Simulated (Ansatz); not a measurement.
# A computed series for Ag: response to strain

The parent structure is Ag in the fcc (Cu type) structure (space group Fm-3m, No. 225; relaxed with 0.1 eV smearing).

```
CELL_PARAMETERS angstrom
      0.00000     2.05214     2.05214
      2.05214     0.00000     2.05214
      2.05214     2.05214     0.00000
ATOMIC_POSITIONS crystal
  Ag 0.00000 0.00000 0.00000
```

Cartesian axes are those of the cell as printed.

Strains are applied to the cell and any free atomic positions relax.

Method: r2SCAN, PAW, 500 eV (Ansatz, a quantum-chemistry and plane-wave program; spin-orbit coupling left out).

Notes on the quantities. energy relative to the base: free energy F.

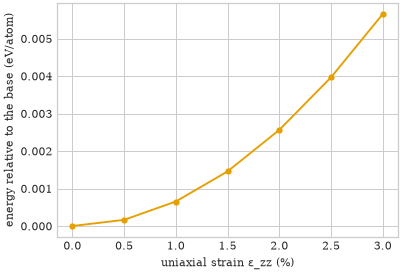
Figure. Energy relative to the base against uniaxial strain ε_zz

| uniaxial strain ε_zz (%) | energy relative to the base |
|---|---|
| 0.5 | +0.2 meV/atom |
| 1 | +0.7 meV/atom |
| 1.5 | +1.5 meV/atom |
| 2 | +2.6 meV/atom |
| 2.5 | +4.0 meV/atom |
| 3 | +5.7 meV/atom |

Whether these cells are dynamically stable was not tested.
